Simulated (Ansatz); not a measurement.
# Alloy of GaN and AlN (21 of 48 Ga sites exchanged), 96 atoms, part 2 of 2

Ansatz 0.2.0, PAW. The steps go on from the part before.

### Step 3. HSE06 single point

Input file in.yaml:

```yaml
crystal:
  lattice:
    - [9.451222, 0.000000, 0.000000]
    - [0.000000, 10.912858, 0.000000]
    - [0.000000, 0.000000, 10.213587]
  atoms:
    - { symbol: Ga, position: [0.166380, 0.083149, 0.248753] }
    - { symbol: Ga, position: [0.166560, 0.082574, 0.750798] }
    - { symbol: Ga, position: [0.997721, 0.332349, 0.250071] }
    - { symbol: Ga, position: [0.335219, 0.331669, 0.247918] }
    - { symbol: Ga, position: [0.334415, 0.331555, 0.751676] }
    - { symbol: Ga, position: [0.165952, 0.583260, 0.248888] }
    - { symbol: Ga, position: [0.166106, 0.583295, 0.751061] }
    - { symbol: Ga, position: [0.998031, 0.832362, 0.250881] }
    - { symbol: Ga, position: [0.998862, 0.832615, 0.748932] }
    - { symbol: Ga, position: [0.831417, 0.084055, 0.749772] }
    - { symbol: Ga, position: [0.666677, 0.331946, 0.249723] }
    - { symbol: Ga, position: [0.501034, 0.582679, 0.750988] }
    - { symbol: Ga, position: [0.335874, 0.833783, 0.250992] }
    - { symbol: Ga, position: [0.665718, 0.833564, 0.748648] }
    - { symbol: Ga, position: [0.997809, 0.165068, 0.499587] }
    - { symbol: Ga, position: [0.335205, 0.163510, 0.499686] }
    - { symbol: Ga, position: [0.166097, 0.415481, 0.500860] }
    - { symbol: Ga, position: [0.166402, 0.414652, 0.998941] }
    - { symbol: Ga, position: [0.997924, 0.666169, 0.500027] }
    - { symbol: Ga, position: [0.501345, 0.415591, 0.499859] }
    - { symbol: Ga, position: [0.334419, 0.667721, 0.500143] }
    - { symbol: Ga, position: [0.334142, 0.667338, 0.999911] }
    - { symbol: Ga, position: [0.167428, 0.916116, 0.998821] }
    - { symbol: Ga, position: [0.832119, 0.415270, 0.997639] }
    - { symbol: Ga, position: [0.667220, 0.666828, 0.497876] }
    - { symbol: Ga, position: [0.667374, 0.666392, 0.001562] }
    - { symbol: Ga, position: [0.832267, 0.917365, 0.001674] }
    - { symbol: Al, position: [0.998045, 0.333284, 0.749296] }
    - { symbol: Al, position: [0.501971, 0.081851, 0.247813] }
    - { symbol: Al, position: [0.501316, 0.082158, 0.749842] }
    - { symbol: Al, position: [0.831048, 0.083138, 0.248932] }
    - { symbol: Al, position: [0.667165, 0.331676, 0.748737] }
    - { symbol: Al, position: [0.501497, 0.582710, 0.248345] }
    - { symbol: Al, position: [0.334649, 0.834757, 0.748261] }
    - { symbol: Al, position: [0.832061, 0.583100, 0.249349] }
    - { symbol: Al, position: [0.832547, 0.580864, 0.749435] }
    - { symbol: Al, position: [0.665416, 0.833404, 0.249901] }
    - { symbol: Al, position: [0.999147, 0.166309, 0.999330] }
    - { symbol: Al, position: [0.335235, 0.164804, 0.998892] }
    - { symbol: Al, position: [0.998333, 0.665894, 0.999673] }
    - { symbol: Al, position: [0.666276, 0.165007, 0.498748] }
    - { symbol: Al, position: [0.665134, 0.166003, 0.998594] }
    - { symbol: Al, position: [0.501227, 0.414378, 0.999393] }
    - { symbol: Al, position: [0.166304, 0.915792, 0.500372] }
    - { symbol: Al, position: [0.832221, 0.415793, 0.501135] }
    - { symbol: Al, position: [0.501090, 0.917784, 0.498899] }
    - { symbol: Al, position: [0.499923, 0.918051, 0.999080] }
    - { symbol: Al, position: [0.831757, 0.917434, 0.496859] }
    - { symbol: N, position: [0.995196, 0.164167, 0.186071] }
    - { symbol: N, position: [0.999597, 0.169437, 0.690139] }
    - { symbol: N, position: [0.337971, 0.162906, 0.185478] }
    - { symbol: N, position: [0.337396, 0.163400, 0.690595] }
    - { symbol: N, position: [0.166154, 0.414813, 0.188981] }
    - { symbol: N, position: [0.164045, 0.414010, 0.691956] }
    - { symbol: N, position: [0.995149, 0.664559, 0.186025] }
    - { symbol: N, position: [0.995356, 0.663516, 0.690033] }
    - { symbol: N, position: [0.666260, 0.163319, 0.185659] }
    - { symbol: N, position: [0.662150, 0.167728, 0.686158] }
    - { symbol: N, position: [0.501415, 0.419474, 0.185604] }
    - { symbol: N, position: [0.503387, 0.414611, 0.690214] }
    - { symbol: N, position: [0.337306, 0.665264, 0.190641] }
    - { symbol: N, position: [0.334006, 0.669721, 0.691230] }
    - { symbol: N, position: [0.166630, 0.914650, 0.188802] }
    - { symbol: N, position: [0.169328, 0.914238, 0.686836] }
    - { symbol: N, position: [0.832149, 0.419903, 0.188191] }
    - { symbol: N, position: [0.832345, 0.415609, 0.689115] }
    - { symbol: N, position: [0.666954, 0.667391, 0.193928] }
    - { symbol: N, position: [0.670381, 0.664644, 0.689082] }
    - { symbol: N, position: [0.504012, 0.917867, 0.185946] }
    - { symbol: N, position: [0.497139, 0.918803, 0.685812] }
    - { symbol: N, position: [0.828883, 0.917979, 0.192841] }
    - { symbol: N, position: [0.832668, 0.917533, 0.683371] }
    - { symbol: N, position: [0.165875, 0.079457, 0.439918] }
    - { symbol: N, position: [0.166416, 0.086577, 0.942357] }
    - { symbol: N, position: [0.995593, 0.333998, 0.440725] }
    - { symbol: N, position: [0.999204, 0.328962, 0.935224] }
    - { symbol: N, position: [0.504490, 0.081008, 0.434834] }
    - { symbol: N, position: [0.500623, 0.082477, 0.937399] }
    - { symbol: N, position: [0.333515, 0.331402, 0.438571] }
    - { symbol: N, position: [0.337354, 0.330245, 0.942805] }
    - { symbol: N, position: [0.166560, 0.583599, 0.439328] }
    - { symbol: N, position: [0.163247, 0.584688, 0.941689] }
    - { symbol: N, position: [0.999202, 0.836248, 0.442340] }
    - { symbol: N, position: [0.998831, 0.830169, 0.940162] }
    - { symbol: N, position: [0.828759, 0.081568, 0.435995] }
    - { symbol: N, position: [0.832472, 0.086444, 0.941168] }
    - { symbol: N, position: [0.670544, 0.329893, 0.441440] }
    - { symbol: N, position: [0.662856, 0.329926, 0.935970] }
    - { symbol: N, position: [0.499897, 0.582521, 0.434238] }
    - { symbol: N, position: [0.500681, 0.578609, 0.941360] }
    - { symbol: N, position: [0.334005, 0.837827, 0.442133] }
    - { symbol: N, position: [0.337879, 0.835463, 0.934827] }
    - { symbol: N, position: [0.832902, 0.578312, 0.435377] }
    - { symbol: N, position: [0.835871, 0.584184, 0.935379] }
    - { symbol: N, position: [0.665857, 0.836374, 0.437034] }
    - { symbol: N, position: [0.662799, 0.834881, 0.939760] }
kpoints:
  mp_grid: { grid: [1, 1, 1] }
hamiltonian:
  xc: hse06
scf:
  occupations: { method: fermi_dirac, width: 0.01 }
output:
  forces: true
  eigenvalues: true
  populations: true
  eigenstates: { kpoints: [[0, 0, 0]], e_range: [-6.0, 6.0], localisation: true }
```

Command:

```
$ ansatz run in.yaml --threads 4 --pin off --max-ram 42750MiB --runs-dir r --events-out ev --progress --plain --backend cuda --devices 0, --max-vram 37GiB
```

What it wrote:

```text
Pseudopotentials: kind: paw
Functional definition: HSE06
  parameter a = 0.25
  parameter omega = 0.11/bohr
  exchange = pbe_x - a*pbe_x_sr(omega) + a*exact_x_sr(omega)
  correlation = pbe_c
Crystal: 96 atoms, lattice volume = 1053.428 Å³
Basis set: ecut = 420 eV, 20569 PW (Γ), exchange–correlation on 128×150×144 points (8 copies of the dense FFT grid, shifted against one another)
Bands: 423, of which v1, the nominal top of the filled ones, is band 327 counted from 1 (326 counted from 0)
Symmetry: 1 space group operations
Space group: P1 (ITA 1), of the structure as read, at distance tolerance 1.0e-4 Å
k-points: 1
Non-local potential: Ga, projectors of the file, l = 0: 2, l = 1: 2, l = 2: 3, l = 3: 1
Non-local potential: Al, projectors of the file, l = 0: 2, l = 1: 2, l = 2: 1
Non-local potential: N, projectors of the file, l = 0: 2, l = 1: 2, l = 2: 1
PAW form: soft (Blöchl's): semilocal exchange-correlation on the pseudo side does not see the compensation charge
PAW frozen core: Ga, regenerated for the run's functional, and the local potential with it (the file was generated under x = pbe(κ = 0.804, μ = 0.2195149727645171), c = pbe(β = 0.06672455060314922))
PAW frozen core: Al, regenerated for the run's functional, and the local potential with it (the file was generated under x = pbe(κ = 0.804, μ = 0.2195149727645171), c = pbe(β = 0.06672455060314922))
PAW frozen core: N, regenerated for the run's functional, and the local potential with it (the file was generated under x = pbe(κ = 0.804, μ = 0.2195149727645171), c = pbe(β = 0.06672455060314922))
PAW one-centre angular grid: Ga, 590 points (default); XC on 64 Gauss nodes
PAW one-centre angular grid: Al, 110 points (default); XC on 64 Gauss nodes
PAW one-centre angular grid: N, 110 points (default); XC on 64 Gauss nodes
Initial density: superposition of atomic densities (neutral atoms: chi_scale 0, normalization atom), corrected by the library's trained network
Initial wavefunctions: pseudopotential atomic-orbital guess
Functional: x = pbe(κ = 0.804, μ = 0.2195149727645171), c = pbe(β = 0.06672455060314922), warm-up for x = pbe(κ = 0.804, μ = 0.2195149727645171) + 0.25 (exact − pbe) at short range (hse, ω = 0.20786987370883472 Å⁻¹), c = pbe(β = 0.06672455060314922); HSE06 as pw.x's `hse` composes it (authors' and Libxc's form: `xc: wpbeh`)
SCF iter   1: F=—  HF=-131939.952774 eV  |F-HF|=—  |Δ(HF+E_count)|=         —  Δρ=2.67e-3  dr2=6.96e-2  ethr=1.77e-3  ⟨swp⟩=20.0  Hψ=2147  notcnv=1
preconditioner: auto → none  [insulator: Δε(μ)=2.838 eV  Ē_g=15.818 eV  σ=0.010 eV  W_gap=1.00  n_scr=278 (ndim 8)  ℏωp=29.3 eV  f_vac=0.000  D(μ)=0.00/eV (n_scr^D=0)]
SCF iter   2: F=—  HF=-131939.969335 eV  |F-HF|=—  |Δ(HF+E_count)|=   1.66e-2  Δρ=1.21e-3  dr2=8.31e-3  ethr=1.06e-5  ⟨swp⟩=14.0  Hψ=1631  notcnv=0  defer=6
SCF iter   3: F=—  HF=-131939.970946 eV  |F-HF|=—  |Δ(HF+E_count)|=   1.61e-3  Δρ=4.12e-4  dr2=1.05e-3  ethr=1.27e-6  ⟨swp⟩=11.0  Hψ=1021  notcnv=0  defer=12
iter 4 solved again at ethr=9.97e-9 eV; its pass at ethr=1.61e-7 eV (dr2=6.52e-5 eV) is discarded
SCF iter   4: F=-131939.971437 eV  HF=-131939.971522 eV  |F-HF|=8.51e-5  |Δ(HF+E_count)|=   5.76e-4  Δρ=8.03e-5  dr2=6.53e-5  ethr=9.97e-9  ⟨swp⟩=5.0  Hψ=2085  notcnv=0  defer=5
SCF 1 stopped early in 4 iterations: F = -131939.971437 eV  dr2 = 6.53e-5
Initial density: handed on by an earlier stage of this run
Initial wavefunctions: those handed on with the density
Functional: x = pbe(κ = 0.804, μ = 0.2195149727645171) + 0.25 (exact − pbe) at short range (hse, ω = 0.20786987370883472 Å⁻¹), c = pbe(β = 0.06672455060314922); HSE06 as pw.x's `hse` composes it (authors' and Libxc's form: `xc: wpbeh`)
Exchange kernel: α = 0.2500, screened, ω = 0.2079 Å⁻¹, Wigner–Seitz truncation, v(0) = 911.8401 eV·Å³, q-mesh 1×1×1, nearest image of the exchange supercell L = 9.45 Å, pair-density grid 45×54×50, without the augmentation charges, whose exchange is taken in its separable form (sized by the pseudopotential files, 64×75×72 at the most), smooth part of the exact exchange by density-matrix convolution [...]
Frozen-core exchange: fock
SCF iter   1: F=—  HF=-131963.806671 eV  |F-HF|=—  |Δ(HF+E_count)|=         —  Δρ=1.39e-2  dr2=8.23e-1  ethr=9.98e-8  ⟨swp⟩=20.0  Hψ=2826  notcnv=2
preconditioner: auto → none  [insulator: Δε(μ)=4.121 eV  Ē_g=18.622 eV  σ=0.010 eV  W_gap=1.00  n_scr=278 (ndim 8)  ℏωp=29.3 eV  f_vac=0.000  D(μ)=0.00/eV (n_scr^D=0)]
SCF iter   2: F=—  HF=-131963.409105 eV  |F-HF|=—  |Δ(HF+E_count)|=   3.98e-1  Δρ=3.67e-3  dr2=9.83e-2  ethr=9.98e-8  ⟨swp⟩=6.0  Hψ=2034  notcnv=0
SCF iter   3: F=—  HF=-131963.665232 eV  |F-HF|=—  |Δ(HF+E_count)|=   2.56e-1  Δρ=3.45e-3  dr2=4.82e-2  ethr=9.98e-8  ⟨swp⟩=7.0  Hψ=2020  notcnv=0  defer=4
SCF iter   4: F=—  HF=-131963.655223 eV  |F-HF|=—  |Δ(HF+E_count)|=   1.00e-2  Δρ=1.12e-3  dr2=7.13e-3  ethr=9.98e-8  ⟨swp⟩=5.0  Hψ=1605  notcnv=0
SCF iter   5: F=—  HF=-131963.654980 eV  |F-HF|=—  |Δ(HF+E_count)|=   2.43e-4  Δρ=2.97e-4  dr2=1.32e-3  ethr=9.98e-8  ⟨swp⟩=4.0  Hψ=1365  notcnv=0
SCF iter   6: F=—  HF=-131963.659006 eV  |F-HF|=—  |Δ(HF+E_count)|=   4.03e-3  Δρ=2.23e-4  dr2=2.36e-4  ethr=9.98e-8  ⟨swp⟩=7.0  Hψ=1515  notcnv=0  defer=2
SCF iter   7: F=-131963.658847 eV  HF=-131963.658860 eV  |F-HF|=1.27e-5  |Δ(HF+E_count)|=   1.46e-4  Δρ=3.63e-5  dr2=2.50e-5  ethr=3.47e-8  ⟨swp⟩=4.0  Hψ=1091  notcnv=0
SCF 2 stopped early in 7 iterations: F = -131963.658847 eV  dr2 = 2.50e-5
  Residual-converged pass: ⟨swp⟩=4.0  Hψ=1058  notcnv=0  max |occ|·‖R‖ = 5.6e-6 eV (tolerance 6.7e-6 eV)  dr2=2.57e-5  dr2_onsite=1.79e-6  max |Δocc| = 0.0e0
hybrid outer 1: dexx = +2.941e-1 eV, tail = 5.65e-4 eV
SCF iter   1: F=—  HF=-131963.652694 eV  |F-HF|=—  |Δ(HF+E_count)|=         —  Δρ=8.44e-5  dr2=8.71e-5  ethr=4.32e-7  ⟨swp⟩=19.0  Hψ=1210  notcnv=0
preconditioner: auto → none  [insulator: Δε(μ)=4.161 eV  Ē_g=18.498 eV  σ=0.010 eV  W_gap=1.00  n_scr=278 (ndim 8)  ℏωp=29.3 eV  f_vac=0.000  D(μ)=0.00/eV (n_scr^D=0)]
SCF iter   2: F=—  HF=-131963.652675 eV  |F-HF|=—  |Δ(HF+E_count)|=   1.89e-5  Δρ=1.45e-5  dr2=3.31e-6  ethr=1.28e-8  ⟨swp⟩=3.0  Hψ=1023  notcnv=0
SCF iter   3: F=—  HF=-131963.652690 eV  |F-HF|=—  |Δ(HF+E_count)|=   1.54e-5  Δρ=1.65e-5  dr2=2.59e-6  ethr=2.41e-10  ⟨swp⟩=7.0  Hψ=1570  notcnv=0  defer=6
SCF iter   4: F=—  HF=-131963.652690 eV  |F-HF|=—  |Δ(HF+E_count)|=   6.10e-7  Δρ=3.55e-6  dr2=1.21e-7  ethr=2.41e-10  ⟨swp⟩=5.0  Hψ=928  notcnv=0
SCF iter   5: F=-131963.652690 eV  HF=-131963.652690 eV  |F-HF|=4.75e-8  |Δ(HF+E_count)|=   2.48e-7  Δρ=1.92e-6  dr2=5.70e-8  ethr=1.39e-11  ⟨swp⟩=10.0  Hψ=1296  notcnv=0  defer=21
SCF 3 converged in 5 iterations: F = -131963.652690 eV  dr2 = 5.70e-8
  Residual-converged pass: ⟨swp⟩=3.0  Hψ=767  notcnv=0  max |occ|·‖R‖ = 2.9e-6 eV (tolerance 3.1e-6 eV)  dr2=5.74e-8  dr2_onsite=4.67e-9  max |Δocc| = 0.0e0
[... from here the SCF cycle lines were not kept, up to the last twenty ...]
hybrid outer 2: dexx = +1.417e-5 eV, tail = 3.25e-7 eV, Δε = 2.65e-3 eV (about 7.41e-5 eV left of the loop's levels), ΔF = 6.82e-3 eV/Å (tail 7.20e-4)
NSCF: frozen V_eff on 1 k-points
hybrid SCF converged: 2 outer / 12 inner (+4 warm-up), last move |dexx| = 1.42e-5 eV, tail = 3.25e-7 eV
Stability not checked: this state was not tested for a lower state beside it, because the functional holds exact exchange (a hybrid, or Hartree-Fock), whose exchange loop this test does not read (fock_operator; see scf.lower_state_search)
Free energy (F): -131963.652687 eV
Harris-Foulkes:  -131963.652687 eV  (|F-HF|=4.76e-8)
Internal energy: -131963.652687 eV  (E = F + TS)
E sigma→0 (E₀):  -131963.652687 eV
Fermi energy:    9.885123 eV
--- Per-component energies (eV) ---
  E_band       = -1344.356269
  E_kinetic    = 10031.596349
  E_local      = -68643.648617  (includes V_loc(G=0)·N_el)
  E_nonlocal   = 13960.197957
  E_hartree    = 31519.947162
  E_xc         = -4531.407035
  E_vxc        = -4719.699629  (∫ρ·V_xc dr)
  E_exx        = -2051.923176  (= α·E_x^exact, valence–valence)
  E_paw        = -68854.607994  (= ΣΔE_a)
  E_vpaw       = -10908.820737  (= ΣTr[D̂ρ^β])
  E_aug_tail   = 0.003299  (compensation charges beyond the density's cutoff)
  E_ewald      = -43394.836429
  E_core_change = 1.025794  (= ΣΔE_core)
  E_smearing   = -0.000000  (= −TS)
  E_closure    = 0.000003  (closes the sum)
  Σ components = -131963.652687   (vs F -131963.652687, Δ=-2.91e-11)
--- Forces (eV/Å), atoms counted from 1 ---
  atom   1  Ga     0.00468671    -0.05594902    -0.02020400
  atom   2  Ga     0.03897229     0.02749951    -0.03059644
[... 54 atoms left out ...]
  atom  57  N     -0.00188522    -0.10934542     0.03211228
[... 9 atoms left out ...]
  atom  67  N      0.00142797    -0.04939297     0.10715916
[... 6 atoms left out ...]
  atom  74  N      0.01171322     0.10716180     0.07460929
  atom  75  N     -0.02059830     0.08736710     0.04757836
[... 6 atoms left out ...]
  atom  82  N     -0.01347601     0.09016820     0.06200891
  atom  83  N      0.00361576     0.10397551     0.06932946
[... 2 atoms left out ...]
  atom  86  N      0.00291800     0.09659279     0.06303724
[... 4 atoms left out ...]
  atom  91  N      0.00778090     0.09809848     0.06692497
[... 5 atoms left out ...]
  max |Σ_I F_I| component: 6.20e-4 eV/Å
--- Band table (eV) ---
  k-point 0: bands = [... 315 lower levels ..., "7.0103", "7.1752", "7.1954", "7.2167", "7.2416", "7.2675", "7.3053", "7.3143", "7.3929", "7.7277", "7.7400", "7.8044", "11.9659", "13.8503", "13.8969", "14.0713", "14.0765", "14.1389", "14.2195", "14.2813", "14.3012", "14.3672", "14.4019", "14.4207", ... 84 higher levels ...]
--- Löwdin populations: 96 sites ---
  site symbol       q [e]
     0     Ga     12.1736
     1     Ga     12.1761
[... 94 atoms left out ...]
  spilling = 0.003942 (of n_electrons = 654.000000)
```

Run time: 37 s. Hardware: 1 × NVIDIA H100 80GB HBM3 with 4 threads of AMD EPYC 7R13, shared host; peak host memory 3.5 GiB.

Top filled level 7.804 eV, lowest empty level 11.966 eV: 4.16 eV apart at the Γ point alone.

The states next to the gap (eigenstates.tsv), from the top filled level:

| level (eV) | spin | filling | atoms sharing it | main element | its share | largest atom |
| --- | --- | --- | --- | --- | --- | --- |
| -0.54 | both | 2.00 | 38.0 | N | 0.84 | – |
| -0.50 | both | 2.00 | 40.4 | N | 0.84 | – |
| -0.49 | both | 2.00 | 41.5 | N | 0.84 | – |
| -0.41 | both | 2.00 | 28.3 | N | 0.84 | – |
| -0.08 | both | 2.00 | 53.5 | N | 0.86 | – |
| -0.06 | both | 2.00 | 57.2 | N | 0.86 | – |
| 0.00 | both | 2.00 | 55.1 | N | 0.86 | – |
| 4.16 | both | 0.00 | 92.9 | N | 0.54 | – |

On these atoms HSE06 leaves forces up to 0.13 eV/Å (on N74), as they were relaxed at another level of theory (and may have been on other k points).

### Step 4. Results

What follows sums up all 2 parts. Changes of volume or cell count from the first structure of part 1.

```
             level         time   k points  top filled to lowest empty (eV)
PBEsol, relaxation  9.6 s (GPU)  (¼, ¼, ¼)                             3.77
             HSE06   37 s (GPU)          Γ                             4.16
```

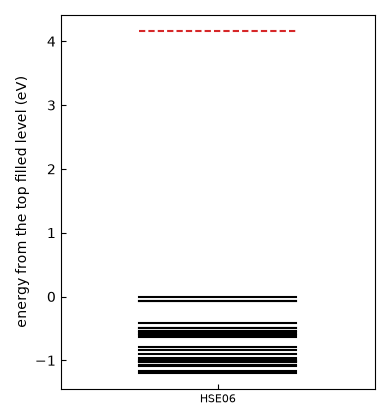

Levels near the gap by HSE06: filled black, empty red and dashed.

```
     quantity                                                                        value
   relaxation                                             5 recorded steps, 2.43 eV gained
largest shift                                                                 0.11 Å (N92)
 relaxed cell  a = 9.451 Å, b = 10.913 Å, c = 10.214 Å, α = 90.00°, β = 90.00°, γ = 90.00°
   mean bonds                                                     Al–N 1.899, Ga–N 1.945 Å
```

**What this shows.** Relaxation gains 2.43 eV, with shifts up to 0.11 Å (N92), while the volume changes by +0.1 %. The mean lengths of the listed bonds run from Al–N 1.90 Å to Ga–N 1.95 Å. The relaxation ran on other k points, so part of any difference from the later rows can come from the mesh. With one k point the spacing samples only the states that fold onto it, so it can exceed the gap over the zone.
